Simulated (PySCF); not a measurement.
**AlH3Cl− (SMILES [AlH3-][Cl]): CCSDT(Q)/STO-3G**

What is the energy change on altering one bond length of AlH3Cl− at CCSDT(Q)/STO-3G? Input form: a Python script.

Program for the calculation: PySCF 2.14.0.

12 further runs of the same task are left out: 1 that didn't finish, 11 set aside as unsound or not needed.

### Step 1. The system as given

AlH3Cl−: 5 atoms, total charge -1, spin state singlet. As SMILES, `[AlH3-][Cl]`. Geometry: a GFN2-xTB relaxation, a rough one for these elements and not checked as a minimum.

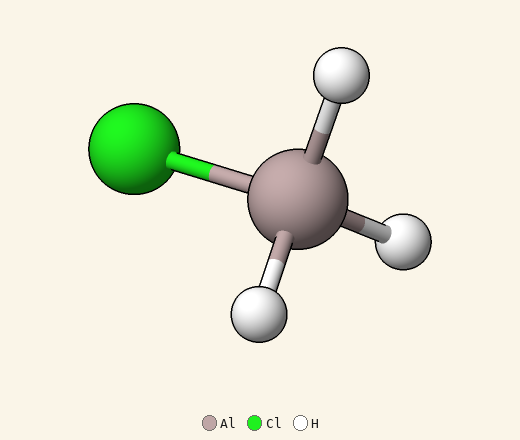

The structure, seen from a chosen angle (aluminium light grey, chlorine green, hydrogen white).

### Step 2. The energy at CCSDT(Q)/STO-3G

File job.py:

```python
from pyscf import gto, scf, cc

mol = gto.M(
    atom=[
    ('Al', (0.109160, -0.000440, -0.082500)),
    ('Cl', (-1.562720, -0.002110, 1.184250)),
    ('H', (0.226090, 1.478490, -0.704190)),
    ('H', (-0.160190, -1.106410, -1.218300)),
    ('H', (1.387660, -0.369540, 0.820730)),
],
    charge=-1,
    max_memory=1860,
    verbose=4,
    basis='sto-3g',
)

hf = scf.RHF(mol)
hf.conv_tol = 1e-10
hf.kernel()
if not hf.converged:
    hf = hf.newton().run(hf.mo_coeff, hf.mo_occ)

mycc = cc.CCSDT(hf, frozen=10)
mycc.kernel()
e_bracket, e_q = mycc.ccsdt_q()
energy = mycc.e_tot + e_q
print('Final energy', energy)
```

Started as:

```console
OMP_NUM_THREADS=1 python job.py
```

Output:

```text
PySCF version 2.14.0

[INPUT] num. atoms = 5
[INPUT] num. electrons = 34
[INPUT] charge = -1
[INPUT] spin (= nelec alpha-beta = 2S) = 0
[INPUT] symmetry False subgroup None
[INPUT] Mole.unit = angstrom
[INPUT] Symbol           X                Y                Z      unit          X                Y                Z       unit  Magmom
[INPUT]  1 Al     0.109160000000  -0.000440000000  -0.082500000000 AA    0.206282503758  -0.000831479495  -0.155902405277 Bohr   0.0
[INPUT]  2 Cl    -1.562720000000  -0.002110000000   1.184250000000 AA   -2.953112809380  -0.003987322123   2.237908163016 Bohr   0.0
[INPUT]  3 H      0.226090000000   1.478490000000  -0.704190000000 AA    0.427248179503   2.793941177908  -1.330726239657 Bohr   0.0
[INPUT]  4 H     -0.160190000000  -1.106410000000  -1.218300000000 AA   -0.302715227894  -2.090811881480  -2.302253337558 Bohr   0.0
[INPUT]  5 H      1.387660000000  -0.369540000000   0.820730000000 AA    2.622297354014  -0.698329392072   1.550954922214 Bohr   0.0

nuclear repulsion = 78.1966898198497
number of shells = 13
number of NR pGTOs = 63
number of NR cGTOs = 21
basis = sto-3g
ecp = {}

******** <class 'pyscf.scf.hf.RHF'> ********
method = RHF
initial guess = minao
damping factor = 0
level_shift factor = 0
DIIS = <class 'pyscf.scf.diis.CDIIS'>
diis_start_cycle = 1
diis_space = 8
diis_damp = 0
SCF conv_tol = 1e-10
SCF conv_tol_grad = None
SCF max_cycles = 50
direct_scf = True
direct_scf_tol = 1e-13
Set gradient conv threshold to 1e-05
Initial guess from minao.
init E= -694.571595012456
  HOMO = -0.312850042368426  LUMO = 0.297708595340149  gap/eV = 16.61415
cycle= 1 E= -695.297491260095  delta_E= -0.726  |g|= 0.14  |ddm|= 2.04
  HOMO = -0.07626771725835  LUMO = 0.730096029082332  gap/eV = 21.94228
cycle= 2 E= -695.308988263872  delta_E= -0.0115  |g|= 0.0323  |ddm|= 0.302
  HOMO = -0.0778659491937548  LUMO = 0.742983454347303  gap/eV = 22.33645
cycle= 3 E= -695.309680687195  delta_E= -0.000692  |g|= 0.00353  |ddm|= 0.0848
  HOMO = -0.0784900521089866  LUMO = 0.741789857194903  gap/eV = 22.32095
cycle= 4 E= -695.309688070662  delta_E= -7.38e-06  |g|= 0.000305  |ddm|= 0.00903
  HOMO = -0.0785037515761009  LUMO = 0.741798516918289  gap/eV = 22.32156
cycle= 5 E= -695.309688128386  delta_E= -5.77e-08  |g|= 2.95e-05  |ddm|= 0.00082
  HOMO = -0.0785051293930719  LUMO = 0.741804031166262  gap/eV = 22.32175
cycle= 6 E= -695.309688128948  delta_E= -5.62e-10  |g|= 3.71e-06  |ddm|= 8.28e-05
  HOMO = -0.0785048344283924  LUMO = 0.741804067916722  gap/eV = 22.32174
cycle= 7 E= -695.309688128955  delta_E= -7.73e-12  |g|= 2.79e-07  |ddm|= 1.06e-05
  HOMO = -0.0785048952738226  LUMO = 0.741803990493338  gap/eV = 22.32174
Extra cycle  E= -695.309688128955  delta_E=    0  |g|= 5.5e-08  |ddm|= 4.97e-07
converged SCF energy = -695.309688128955

******** <class 'pyscf.cc.rccsdt.RCCSDT'> ********
RCCSDT nocc = 7, nmo = 11
Allocating only the i<=j<=k part of the T3 amplitude in memory
frozen orbitals 10
max_cycle = 50
conv_tol = 1e-07
conv_tol_normt = 1e-06
diis with the T3 amplitude
diis_space = 6
diis_start_cycle = 0
diis_start_energy_diff = 1e+09
einsum_backend: numpy
_make_eris_incore_RCCSDT
blksize  7    blksize_oovv  4    blksize_oooo  4    blksize_vvvv  1

WARN: A large `blksize` is being used, which may cause large memory consumption
      for storing contraction intermediates. If memory is sufficient, consider using
      `pyscf.cc.rccsdt_highm.RCCSDT` instead.

Approximate memory usage estimate
    T3 memory                42.0 KB
    R3 memory                42.0 KB
    Symmetrized T3 memory    28.0 KB
    ERIs memory               114 KB
    T1-ERIs memory            114 KB
    Intermediates memory      114 KB
    Block workspace          88.0 KB
    T3 einsum buffer         88.0 KB
Total estimated memory        631 KB
Init t2, MP2 energy = -695.346006506766  E_corr(MP2) -0.036318377811
Init E_corr(RCCSDT) = -0.0363183778109185
cycle =  1  E_corr(RCCSDT) = -0.046549088517  dE = -1.023071070655e-02  norm(d tamps) = 4.38219620e-02
cycle =  2  E_corr(RCCSDT) = -0.050329844610  dE = -3.780756092120e-03  norm(d tamps) = 1.63064333e-02
cycle =  3  E_corr(RCCSDT) = -0.052504542800  dE = -2.174698190744e-03  norm(d tamps) = 6.23506277e-03
cycle =  4  E_corr(RCCSDT) = -0.052560783886  dE = -5.624108572857e-05  norm(d tamps) = 5.73558709e-04
cycle =  5  E_corr(RCCSDT) = -0.052557974036  dE =  2.809850466350e-06  norm(d tamps) = 2.18783615e-04
cycle =  6  E_corr(RCCSDT) = -0.052557707957  dE =  2.660781203215e-07  norm(d tamps) = 2.97638457e-05
cycle =  7  E_corr(RCCSDT) = -0.052557452043  dE =  2.559143392339e-07  norm(d tamps) = 9.81720080e-06
cycle =  8  E_corr(RCCSDT) = -0.052557425897  dE =  2.614647578308e-08  norm(d tamps) = 2.17129229e-06
cycle =  9  E_corr(RCCSDT) = -0.052557423197  dE =  2.699302857623e-09  norm(d tamps) = 7.47634345e-07
RCCSDT converged
E(RCCSDT) = -695.3622455521527   E_corr = -0.0525574231973527
E_corr(same-spin) = -0.00113420293341527
E_corr(oppo-spin) = -0.0514232202639374
_make_eris_incore_RCCSDT
[Q] correction =  2.832209228188e-05    (Q) correction =  1.975150003909e-05
Final energy -695.3622258006526
```

It took 2.1 s on 1 thread of Arm Neoverse N1, shared host; peak memory 0.1 GiB.

### Step 3. The distorted shape at the same level

File run.py:

```python
from pyscf import gto, cc

mol = gto.Mole()
mol.atom = [
    ('Al', (0.085778, -0.296180, 0.041819)),
    ('Cl', (-1.586102, -0.297850, 1.308569)),
    ('H', (0.226090, 1.478490, -0.704190)),
    ('H', (-0.183572, -1.402150, -1.093981)),
    ('H', (1.364278, -0.665280, 0.945049)),
]
mol.basis = 'sto-3g'
mol.charge = -1
mol.max_memory = 1860
mol.verbose = 3
mol.build()

calc0 = mol.RHF()
calc0.conv_tol = 1e-10
calc0.kernel()
if not calc0.converged:
    calc0 = calc0.newton().run(calc0.mo_coeff, calc0.mo_occ)

mycc = cc.CCSDT(calc0, frozen=10)
mycc.kernel()
e_bracket, e_q = mycc.ccsdt_q()
energy = mycc.e_tot + e_q
print('Final energy', energy)
```

Started as:

```console
OMP_NUM_THREADS=1 python run.py
```

Output:

```text
converged SCF energy = -695.262479770188
_make_eris_incore_RCCSDT

WARN: A large `blksize` is being used, which may cause large memory consumption
      for storing contraction intermediates. If memory is sufficient, consider using
      `pyscf.cc.rccsdt_highm.RCCSDT` instead.

RCCSDT converged
E(RCCSDT) = -695.323170056714   E_corr = -0.06069028652573142
E_corr(same-spin) = -0.00138869235430202
E_corr(oppo-spin) = -0.0593015941714294
_make_eris_incore_RCCSDT
Final energy -695.3231267101409
```

Wall time 2.3 s (1 thread of Arm Neoverse N1, shared host); peak memory 0.12 GiB.

### Step 4. What came out

Level: CCSDT(Q)/STO-3G, 10 core orbitals frozen.

```
                                                              quantity          value
                                             first shape: total energy  -695.36223 Eh
                      first shape: HOMO energy (Hartree–Fock orbitals)       -2.14 eV
                      first shape: LUMO energy (Hartree–Fock orbitals)       20.19 eV
    first shape: HOMO–LUMO gap (to an unbound level, set by the basis)       22.32 eV
             first shape: correlation energy (10 core orbitals frozen)      -52.5 mEh
                                            first shape: T1 diagnostic          0.005
                                         distorted shape: total energy  -695.32313 Eh
                  distorted shape: HOMO energy (Hartree–Fock orbitals)       -1.23 eV
                  distorted shape: LUMO energy (Hartree–Fock orbitals)       17.77 eV
distorted shape: HOMO–LUMO gap (to an unbound level, set by the basis)       19.00 eV
         distorted shape: correlation energy (10 core orbitals frozen)      -60.6 mEh
                                        distorted shape: T1 diagnostic          0.008
    energy change with the Al1–H3 bond stretched from 1.609 to 1.930 Å       1.064 eV
```

What this shows: With the Al1–H3 bond stretched from 1.609 to 1.930 Å the energy rises by 1.06 eV (25 kcal/mol). The first shape isn't relaxed at this level, so the change isn't measured from a minimum. The minimal basis adds a large error of its own. Mulliken charges (distorted shape) of the mean-field density run from -0.65 on Cl2 to +0.83 on Al1.
